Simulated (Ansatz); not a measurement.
# SiClF3 + SiH4O: a complex and its separated parts, part 1 of 3

Aim: how far the complex at one end of a reaction step lies below its separated, relaxed parts, level by level.

Computed with Ansatz 0.2.0, Gaussian basis. Level: PBE0-D4/def2-TZVP structures, single points in def2-TZVPP, no counterpoise correction.

Levels: SPW92, PBE-D4, BLYP-D4, r2SCAN-D4, B97M-V, PBE0-D4, B3LYP-D4, r2SCAN0-D4, BHLYP-D4, CAM-B3LYP-D4, wB97X-V, wB97M-V, B2PLYP, PBE-QIDH, RPA on PBE, Hartree-Fock, MP2, CCSD, CCSD(T).

Cores are frozen in the correlated methods. B3LYP uses VWN-RPA correlation. B2PLYP carries no dispersion term here.

94 further runs of the same task are left out: 94 set aside as unsound or not needed.

### 1 The starting structure

The complex: 11 atoms, charge 0, spin multiplicity 1.

Atoms are counted from 1 here; the program's logs count them from 0.

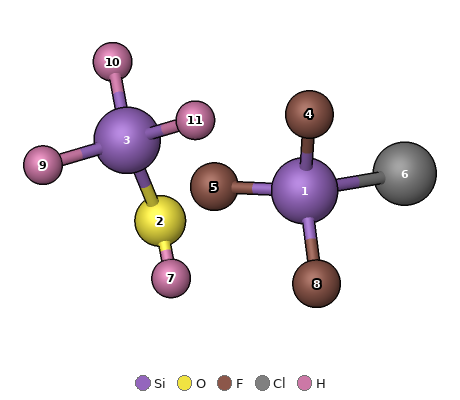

As it starts; silicon purple, oxygen yellow, fluorine brown, chlorine grey, hydrogen pink; atoms are numbered from 1 in the order of the file.

Coordinates:

| atom | x (Å) | y (Å) | z (Å) |
| --- | --- | --- | --- |
| Si1 | -0.23050 | 0.98147 | 1.80968 |
| O2 | 0.22679 | 0.33805 | -1.08212 |
| Si3 | 0.04356 | -1.20191 | -1.65732 |
| F4 | -0.03986 | -0.56842 | 1.67379 |
| F5 | -1.50877 | 1.44434 | 1.03748 |
| Cl6 | -0.45581 | 1.42552 | 3.75671 |
| H7 | 1.00828 | 0.82566 | -1.34626 |
| F8 | 1.03865 | 1.73408 | 1.27742 |
| H9 | 0.03361 | -1.21391 | -3.14522 |
| H10 | -1.25667 | -1.67399 | -1.13330 |
| H11 | 1.14052 | -2.09101 | -1.19084 |

Its parts: SiClF3 holds atoms 1, 4, 5, 6, 8; SiH4O holds atoms 2, 3, 7, 9, 10, 11. Each part counts its atoms afresh in its own runs.

### 2 Relaxing SiClF3 alone

The input, relax-a/in.yaml:

```yaml
crystal:
  periodic: [false, false, false]
  atoms:
    - {symbol: Si, position_ang: [-0.230505, 0.981473, 1.809676]}
    - {symbol: F, position_ang: [-0.039855, -0.568421, 1.673787]}
    - {symbol: F, position_ang: [-1.508770, 1.444343, 1.037481]}
    - {symbol: Cl, position_ang: [-0.455807, 1.425525, 3.756712]}
    - {symbol: F, position_ang: [1.038647, 1.734084, 1.277422]}
basis:
  gaussian: {orbitals: def2-TZVP}
hamiltonian: {xc: pbe0, dispersion: d4}
relax: {f_tol: 0.005, max_steps: 200}
```

Command:

```bash
$ ansatz run in.yaml --threads 4 --pin off --events-out ev --progress --plain --max-ram 66560MiB --backend cuda --devices 0, --max-vram 37GiB
```

What it wrote (excerpt; [...] marks lines left out):

```text
Functional definition: PBE0
  name "PBE0"
  cite "Adamo & Barone, J. Chem. Phys. 110, 6158 (1999) doi:10.1063/1.478522"
  cite "Perdew, Burke & Ernzerhof, Phys. Rev. Lett. 77, 3865 (1996) doi:10.1103/PhysRevLett.77.3865"
  parent pbe
[...]
1004 factors; their error is unknown
[...]
mean field -28547.15796682 eV, -1049.0887053220 hartree, gradient 1.4e-5 eV, S^2 0.000000; 0 other end points of the search recorded, 0 dependent functions left out
[...]
reference -28547.15798815 eV, -1049.0887061059 hartree; 29, 29 occupied and 138, 138 virtual orbitals, 1004 factors
[...]
reference -28547.18005365 eV, -1049.0895169980 hartree; 29, 29 occupied and 138, 138 virtual orbitals, 1004 factors
Total energy: -28547.28315031 eV, -1049.0933057306 hartree
Atom 0 at    -0.230929     0.987388     1.840985 Å, force    -0.000348     0.000376     0.001221 eV/Å
Atom 1 at    -0.038954    -0.555492     1.652677 Å, force    -0.000061    -0.002143    -0.000255 eV/Å
Atom 2 at    -1.490610     1.435279     1.025253 Å, force    -0.001214     0.000341    -0.001412 eV/Å
Atom 3 at    -0.460908     1.430267     3.777492 Å, force     0.000232     0.000187     0.001111 eV/Å
Atom 4 at     1.025111     1.719563     1.258671 Å, force     0.001391     0.001239    -0.000665 eV/Å
Dipole moment:    -0.015599     0.030064     0.131424 e Å
```

Wall time 7 s (1 × a share of an NVIDIA H100 with 4 threads of AMD EPYC 7R13, shared host); peak host memory 0.83 GiB.

Relaxation path:

| step | energy from step 1 (eV) | largest force component (eV/Å) |
| --- | --- | --- |
| 1 | 0.0000 | 0.7549 |
| 2 | -0.0171 | 0.3908 |
| 3 | -0.0219 | 0.0466 |
| 4 | -0.0219 | 0.0228 |
| 5 | -0.0219 | 0.0021 |

Distances of close pairs at the start and the end, largest changes first:

| bond | before (Å) | after (Å) | change (Å) |
| --- | --- | --- | --- |
| Si1–Cl4 | 2.010 | 2.000 | -0.010 |
| Si1–F3 | 1.563 | 1.566 | +0.003 |
| Si1–F5 | 1.569 | 1.566 | -0.002 |
| Si1–F2 | 1.567 | 1.566 | -0.001 |

### 3 Relaxing SiH4O alone

The input, relax-b/in.yaml:

```yaml
crystal:
  periodic: [false, false, false]
  atoms:
    - {symbol: O, position_ang: [0.226794, 0.338050, -1.082119]}
    - {symbol: Si, position_ang: [0.043560, -1.201914, -1.657324]}
    - {symbol: H, position_ang: [1.008278, 0.825664, -1.346263]}
    - {symbol: H, position_ang: [0.033607, -1.213909, -3.145223]}
    - {symbol: H, position_ang: [-1.256666, -1.673987, -1.133301]}
    - {symbol: H, position_ang: [1.140516, -2.091009, -1.190845]}
basis:
  gaussian: {orbitals: def2-TZVP}
hamiltonian: {xc: pbe0, dispersion: d4}
relax: {f_tol: 0.005, max_steps: 200}
```

Command:

```bash
$ ansatz run in.yaml --threads 4 --pin off --events-out ev --progress --plain --max-ram 66560MiB --backend cpu
```

What it wrote (excerpt; [...] marks lines left out):

```text
[... 5 set-up lines as earlier in the session ...]
[...]
595 factors; their error is unknown
[...]
mean field -9986.23205469 eV, -366.9872590987 hartree, gradient 4.2e-5 eV, S^2 0.000000; 0 other end points of the search recorded, 0 dependent functions left out
[...]
Atom 2 at     1.008946     0.824015    -1.341599 Å, force     0.002248     0.003130     0.003821 eV/Å
Atom 3 at     0.032033    -1.222453    -3.146526 Å, force    -0.001014     0.000454    -0.001987 eV/Å
Atom 4 at    -1.254392    -1.673592    -1.134057 Å, force     0.001576    -0.002661     0.000707 eV/Å
Atom 5 at     1.139398    -2.089951    -1.193660 Å, force    -0.000311     0.000094     0.001702 eV/Å
Dipole moment:     0.246731     0.048723    -0.128552 e Å
```

Run time: 2 s. Hardware: 4 threads of AMD EPYC 7R13, shared host.

Relaxation path:

| step | energy from step 1 (eV) | largest force component (eV/Å) |
| --- | --- | --- |
| 1 | 0.0000 | 0.2748 |
| 2 | -0.0010 | 0.1216 |
| 3 | -0.0012 | 0.0044 |

Close pairs (by a distance rule), those that changed most:

| bond | before (Å) | after (Å) | change (Å) |
| --- | --- | --- | --- |
| O1–Si2 | 1.654 | 1.648 | -0.006 |
| Si2–H6 | 1.487 | 1.489 | +0.002 |
| Si2–H5 | 1.479 | 1.480 | +0.001 |
| Si2–H4 | 1.488 | 1.489 | +0.001 |
| O1–H3 | 0.958 | 0.958 | -0.001 |

### 4 SPW92/def2-TZVPP

The input, parta/in.yaml:

```yaml
crystal:
  periodic: [false, false, false]
  atoms:
    - {symbol: Si, position_ang: [-0.230929, 0.987388, 1.840985]}
    - {symbol: F, position_ang: [-0.038954, -0.555492, 1.652677]}
    - {symbol: F, position_ang: [-1.490610, 1.435279, 1.025253]}
    - {symbol: Cl, position_ang: [-0.460908, 1.430267, 3.777492]}
    - {symbol: F, position_ang: [1.025111, 1.719563, 1.258671]}
basis:
  gaussian: {orbitals: def2-TZVPP}
hamiltonian: {xc: lda}
```

The input, partb/in.yaml:

```yaml
crystal:
  periodic: [false, false, false]
  atoms:
    - {symbol: O, position_ang: [0.225502, 0.338901, -1.081295]}
    - {symbol: Si, position_ang: [0.044601, -1.194024, -1.657936]}
    - {symbol: H, position_ang: [1.008946, 0.824015, -1.341599]}
    - {symbol: H, position_ang: [0.032033, -1.222453, -3.146526]}
    - {symbol: H, position_ang: [-1.254392, -1.673592, -1.134057]}
    - {symbol: H, position_ang: [1.139398, -2.089951, -1.193660]}
basis:
  gaussian: {orbitals: def2-TZVPP}
hamiltonian: {xc: lda}
```

One command serves all of them, each in its own folder.

Command:

```bash
$ ansatz run in.yaml --threads 4 --pin off --events-out ev --progress --plain --max-ram 66560MiB --backend cpu
```

Output in parta (excerpt; [...] marks lines left out):

```text
Functional definition: SPW92
  name "SPW92"
  cite "Dirac, Proc. Camb. Phil. Soc. 26, 376 (1930) doi:10.1017/S0305004100016108"
  cite "Slater, Phys. Rev. 81, 385 (1951) doi:10.1103/PhysRev.81.385"
  cite "Perdew & Wang, Phys. Rev. B 45, 13244 (1992) doi:10.1103/PhysRevB.45.13244"
[...]
1050 factors; their error is unknown
[...]
mean field -28439.10193697 eV, -1045.1177194681 hartree, gradient 4.5e-5 eV, S^2 0.000000; 0 other end points of the search recorded, 0 dependent functions left out
reference -28439.10196491 eV, -1045.1177204948 hartree; 29, 29 occupied and 148, 148 virtual orbitals, 1050 factors
Total energy: -28439.10196491 eV, -1045.1177204948 hartree
```

partb printed (excerpt; [...] marks lines left out):

```text
[... 5 set-up lines as earlier in the session ...]
[...]
675 factors; their error is unknown
[...]
mean field -9944.57245397 eV, -365.4562970101 hartree, gradient 2.9e-5 eV, S^2 0.000000; 0 other end points of the search recorded, 0 dependent functions left out
reference -9944.57248531 eV, -365.4562981618 hartree; 13, 13 occupied and 116, 116 virtual orbitals, 675 factors
Total energy: -9944.57248531 eV, -365.4562981618 hartree
```

They took 0.65 s (parta), 0.4 s (partb) on 4 threads of AMD EPYC 7R13, shared host.

### 5 PBE-D4/def2-TZVPP

The same edit goes into each in.yaml of step 4 (parta, partb):

```diff
-hamiltonian: {xc: lda}
+hamiltonian: {xc: pbe, dispersion: d4}
```

The same command starts each run, in its folder.

Command:

```bash
$ ansatz run in.yaml --threads 4 --pin off --events-out ev --progress --plain --max-ram 66560MiB --backend cpu
```

Output in parta (excerpt; [...] marks lines left out):

```text
Functional definition: PBE
  name "PBE"
[... 2 set-up lines as earlier in the session ...]
[...]
1050 factors; their error is unknown
[...]
mean field -28545.42065454 eV, -1049.0248602734 hartree, gradient 3.2e-5 eV, S^2 0.000000; 0 other end points of the search recorded, 0 dependent functions left out
reference -28545.42068500 eV, -1049.0248613927 hartree; 29, 29 occupied and 148, 148 virtual orbitals, 1050 factors
Total energy: -28545.54436091 eV, -1049.0294063986 hartree
```

Log of partb (excerpt; [...] marks lines left out):

```text
[... 4 set-up lines as earlier in the session ...]
[...]
675 factors; their error is unknown
[...]
mean field -9985.38600614 eV, -366.9561673878 hartree, gradient 4.1e-5 eV, S^2 0.000000; 0 other end points of the search recorded, 0 dependent functions left out
reference -9985.38603967 eV, -366.9561686202 hartree; 13, 13 occupied and 116, 116 virtual orbitals, 675 factors
Total energy: -9985.45052935 eV, -366.9585385722 hartree
```

Wall times: 0.8 s (parta), 0.45 s (partb) on 4 threads of AMD EPYC 7R13, shared host.

### 6 BLYP-D4/def2-TZVPP

The same edit goes into each in.yaml of step 5 (parta, partb):

```diff
-hamiltonian: {xc: pbe, dispersion: d4}
+hamiltonian: {xc: {name: BLYP}, dispersion: d4}
```

The same command starts each run, in its folder.

Command:

```bash
$ ansatz run in.yaml --threads 4 --pin off --events-out ev --progress --plain --max-ram 66560MiB --backend cpu
```

Output in parta (excerpt; [...] marks lines left out):

```text
Functional definition: BLYP
  name "BLYP"
  cite "Becke, Phys. Rev. A 38, 3098 (1988) doi:10.1103/PhysRevA.38.3098"
  cite "Lee, Yang & Parr, Phys. Rev. B 37, 785 (1988) doi:10.1103/PhysRevB.37.785"
[...]
1050 factors; their error is unknown
[...]
mean field -28561.65625927 eV, -1049.6215077421 hartree, gradient 5.3e-5 eV, S^2 0.000000; 0 other end points of the search recorded, 0 dependent functions left out
reference -28561.65654183 eV, -1049.6215181260 hartree; 29, 29 occupied and 148, 148 virtual orbitals, 1050 factors
Total energy: -28561.93388481 eV, -1049.6317102926 hartree
```

partb printed (excerpt; [...] marks lines left out):

```text
[... 4 set-up lines as earlier in the session ...]
[...]
675 factors; their error is unknown
[...]
mean field -9991.38818391 eV, -367.1767433525 hartree, gradient 3.1e-5 eV, S^2 0.000000; 0 other end points of the search recorded, 0 dependent functions left out
reference -9991.38846573 eV, -367.1767537091 hartree; 13, 13 occupied and 116, 116 virtual orbitals, 675 factors
Total energy: -9991.53658044 eV, -367.1821968245 hartree
```

They took 0.91 s (parta), 0.5 s (partb) on 4 threads of AMD EPYC 7R13, shared host.

### 7 r2SCAN-D4/def2-TZVPP

The same edit goes into each in.yaml of step 6 (parta, partb):

```diff
-hamiltonian: {xc: {name: BLYP}, dispersion: d4}
+hamiltonian: {xc: r2scan, dispersion: d4}
```

The same command starts each run, in its folder.

Command:

```bash
$ ansatz run in.yaml --threads 4 --pin off --events-out ev --progress --plain --max-ram 66560MiB --backend cpu
```

Log of parta (excerpt; [...] marks lines left out):

```text
Functional definition: r2SCAN
  name "r2SCAN"
  cite "Furness, Kaplan, Ning, Perdew & Sun, J. Phys. Chem. Lett. 11, 8208 (2020) doi:10.1021/acs.jpclett.0c02405"
  cite "Furness, Kaplan, Ning, Perdew & Sun, J. Phys. Chem. Lett. 11, 9248 (2020) doi:10.1021/acs.jpclett.0c03077"
  parent r2scan
[...]
1050 factors; their error is unknown
[...]
mean field -28557.69789285 eV, -1049.4760404593 hartree, gradient 2.4e-5 eV, S^2 0.000000; 0 other end points of the search recorded, 0 dependent functions left out
reference -28557.69790070 eV, -1049.4760407477 hartree; 29, 29 occupied and 148, 148 virtual orbitals, 1050 factors
Total energy: -28557.72508443 eV, -1049.4770397314 hartree
```

Output in partb (excerpt; [...] marks lines left out):

```text
[... 5 set-up lines as earlier in the session ...]
[...]
675 factors; their error is unknown
[...]
mean field -9990.14271602 eV, -367.1309732519 hartree, gradient 2.3e-5 eV, S^2 0.000000; 0 other end points of the search recorded, 0 dependent functions left out
reference -9990.14272643 eV, -367.1309736345 hartree; 13, 13 occupied and 116, 116 virtual orbitals, 675 factors
Total energy: -9990.15736050 eV, -367.1315114267 hartree
```

They took 1.9 s (parta), 0.85 s (partb) on 4 threads of AMD EPYC 7R13, shared host.

### 8 B97M-V/def2-TZVPP

Each input of step 7 (parta, partb) changes in the same lines:

```diff
-hamiltonian: {xc: r2scan, dispersion: d4}
+hamiltonian: {xc: {name: B97M-V}}
```

The same command starts each run, in its folder.

Command:

```bash
$ ansatz run in.yaml --threads 4 --pin off --events-out ev --progress --plain --max-ram 66560MiB --backend cpu
```

parta printed (excerpt; [...] marks lines left out):

```text
Functional definition: B97M-V
  name "B97M-V"
  cite "Mardirossian & Head-Gordon, J. Chem. Phys. 142, 074111 (2015) doi:10.1063/1.4907719"
  cite "Becke, J. Chem. Phys. 107, 8554 (1997) doi:10.1063/1.475007"
  cite "Vydrov & Van Voorhis, J. Chem. Phys. 133, 244103 (2010) doi:10.1063/1.3521275"
  # Of w^i u^j: cxij and so on, Table III.
[...]
  gx(w, u) = cx00 + cx01*u + cx02*u^2 + (cx10 + cx11*u)*w
[...]
  gos(w, u) = cos00 + cos01*u + cos03*u^3 + cos10*w + cos32*w^3*u^2
[...]
      + integral(e_c_pw_mod_opposite_spin*gos(b97_w_opposite, b97_u_opposite)) + vv10(b, c)
1050 factors; their error is unknown
[...]
mean field -28554.25391399 eV, -1049.3494765708 hartree, gradient 2.6e-5 eV, S^2 0.000000; 0 other end points of the search recorded, 0 dependent functions left out
reference -28554.25395708 eV, -1049.3494781542 hartree; 29, 29 occupied and 148, 148 virtual orbitals, 1050 factors
Total energy: -28554.25395708 eV, -1049.3494781542 hartree
```

Log of partb (excerpt; [...] marks lines left out):

```text
[... 5 set-up lines as earlier in the session ...]
  # Of w^i u^j: cxij and so on, Table III.
[...]
  gx(w, u) = cx00 + cx01*u + cx02*u^2 + (cx10 + cx11*u)*w
[...]
  gos(w, u) = cos00 + cos01*u + cos03*u^3 + cos10*w + cos32*w^3*u^2
[...]
      + integral(e_c_pw_mod_opposite_spin*gos(b97_w_opposite, b97_u_opposite)) + vv10(b, c)
675 factors; their error is unknown
[...]
mean field -9989.26361181 eV, -367.0986667679 hartree, gradient 6.9e-5 eV, S^2 0.000000; 0 other end points of the search recorded, 0 dependent functions left out
reference -9989.26366398 eV, -367.0986686851 hartree; 13, 13 occupied and 116, 116 virtual orbitals, 675 factors
Total energy: -9989.26366398 eV, -367.0986686851 hartree
```

Wall times: 2.7 s (parta), 1.4 s (partb) on 4 threads of AMD EPYC 7R13, shared host.

### 9 PBE0-D4/def2-TZVPP

The same edit goes into each in.yaml of step 8 (parta, partb):

```diff
-hamiltonian: {xc: {name: B97M-V}}
+hamiltonian: {xc: pbe0, dispersion: d4}
+output: {orbitals: {seedname: orbitals}}
```

One command serves all of them, each in its own folder.

Command:

```bash
$ ansatz run in.yaml --threads 4 --pin off --events-out ev --progress --plain --max-ram 66560MiB --backend cpu
```

parta printed (excerpt; [...] marks lines left out):

```text
[... 5 set-up lines as earlier in the session ...]
[...]
1084 factors; their error is unknown
[...]
mean field -28547.18702269 eV, -1049.0897731055 hartree, gradient 2.5e-5 eV, S^2 0.000000; 0 other end points of the search recorded, 0 dependent functions left out
reference -28547.18704398 eV, -1049.0897738880 hartree; 29, 29 occupied and 148, 148 virtual orbitals, 1084 factors
Total energy: -28547.29014065 eV, -1049.0935626207 hartree
```

Log of partb (excerpt; [...] marks lines left out):

```text
[... 5 set-up lines as earlier in the session ...]
[...]
678 factors; their error is unknown
[...]
mean field -9986.29137162 eV, -366.9894389557 hartree, gradient 1.5e-5 eV, S^2 0.000000; 0 other end points of the search recorded, 0 dependent functions left out
reference -9986.29139672 eV, -366.9894398780 hartree; 13, 13 occupied and 116, 116 virtual orbitals, 678 factors
Total energy: -9986.34439624 eV, -366.9913875744 hartree
```

They took 1.4 s (parta), 0.55 s (partb) on 4 threads of AMD EPYC 7R13, shared host.

(Continued in part 2 of 3.)
